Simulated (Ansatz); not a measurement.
# C2H5FGeO2: what the fields show

The calculation's input:

```
crystal:
  periodic: [false, false, false]
  atoms:
    - { symbol: C, position_ang: [-2.1074, 0.1305, -0.5611] }
    - { symbol: C, position_ang: [-0.8767, -0.1212, -0.4011] }
    - { symbol: O, position_ang: [-0.3442, -1.1547, -1.1599] }
    - { symbol: O, position_ang: [-0.0536, 0.6336, 0.5202] }
    - { symbol: Ge, position_ang: [1.6353, 0.3306, 0.8499] }
    - { symbol: F, position_ang: [2.1826, 1.4935, 2.0835] }
    - { symbol: H, position_ang: [-2.59, 0.9776, -0.0038] }
    - { symbol: H, position_ang: [-2.7178, -0.3643, -1.2876] }
    - { symbol: H, position_ang: [0.6622, -1.4127, -1.0198] }
    - { symbol: H, position_ang: [-0.01101, 1.5439, 0.90703] }
    - { symbol: H, position_ang: [1.8202, -1.1083, 1.4101] }
basis:
  gaussian: { orbitals: def2-SVP }
hamiltonian:
  xc: b3lyp
  dispersion: d4
relax:
  f_tol: 0.02
  max_steps: 50
output:
  orbitals: {}
```

Command:

```sh
ansatz run input.yaml --threads 2 --pin off --max-ram 3072MiB --backend cpu --events-out ev --progress --plain --runs-dir out
```

The fields are those of the run's last geometry, not of the input's.

The calculation used Ansatz, RKS B3LYP-D4/def2-SVP.

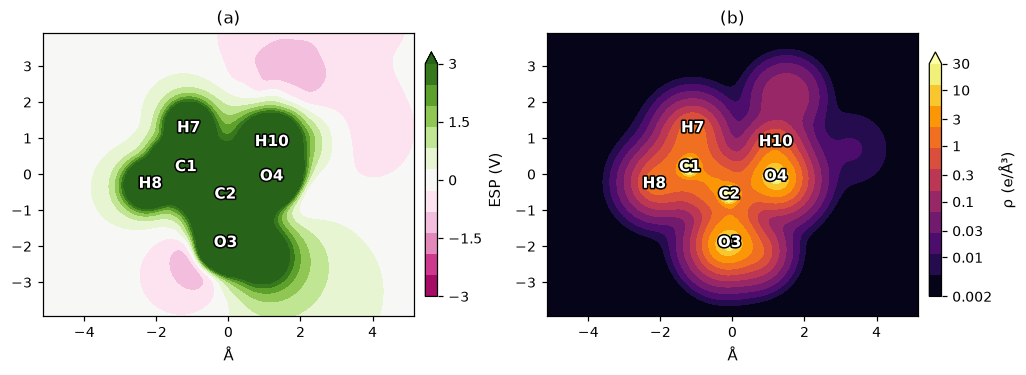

Figure 1. (a) molecular electrostatic potential; (b) electron density on the plane of atoms C1, C2 and O3.

Question: What do the fields say about this system?

Answer: The plane passes through C, O and H nuclei. C–C (1.34 Å): ρ at the midpoint is about 2.3 e/Å³. C–O (1.34 Å): ρ is about 2.5 e/Å³ halfway. O–H (0.98 Å): ρ is about 3.7 e/Å³ halfway. C–O (1.38 Å): the density is about 2.2 e/Å³ at the midpoint, with its minimum of 1.8 e/Å³ about 0.5 Å from C. C–H (1.09 Å): ρ at the midpoint is about 1.9 e/Å³. Outside the dense part of the molecule the potential is most negative (−1.2 V) near O3.

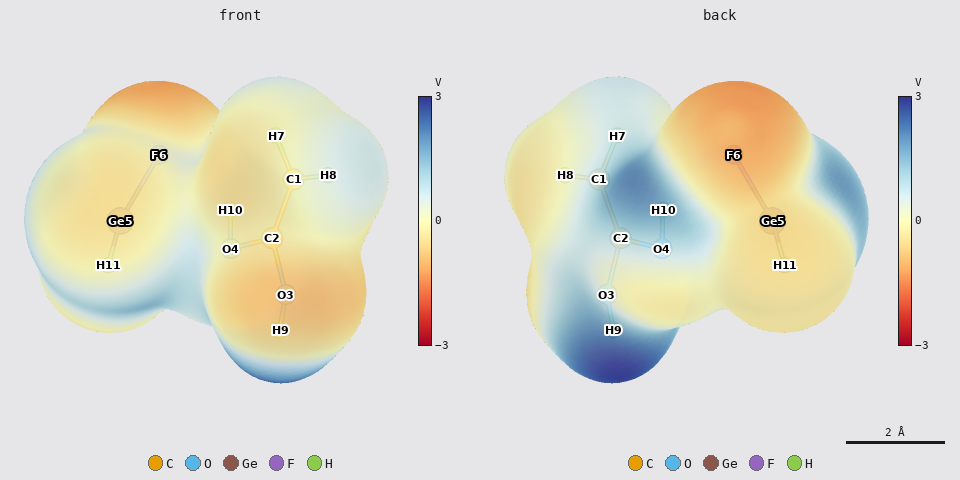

Figure 2. The electrostatic potential painted on the density surface at 0.002 e/bohr³, seen from the front and from behind; the colour scale runs from red (negative) to blue (positive).

Question: Where is the surface potential most negative and most positive?

Answer: The most negative region (about −1.3 V, or −30 kcal/mol for a unit charge) lies over F6, the most positive (about +2.9 V, or +67 kcal/mol for a unit charge) over H9.

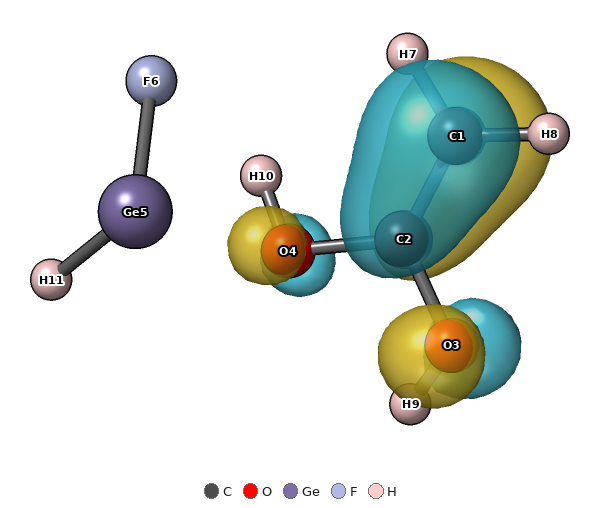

Figure 3. The HOMO−1 at ±0.15 Å⁻³ᐟ² (yellow and cyan are the two phases), seen across its widest extent.

Question: What is the character of this orbital?

Answer: It lies mainly on C1 (about 45 %), C2 (about 25 %), O3 (about 15 %) and O4 (about 5 %). Its energy is −6.68 eV.
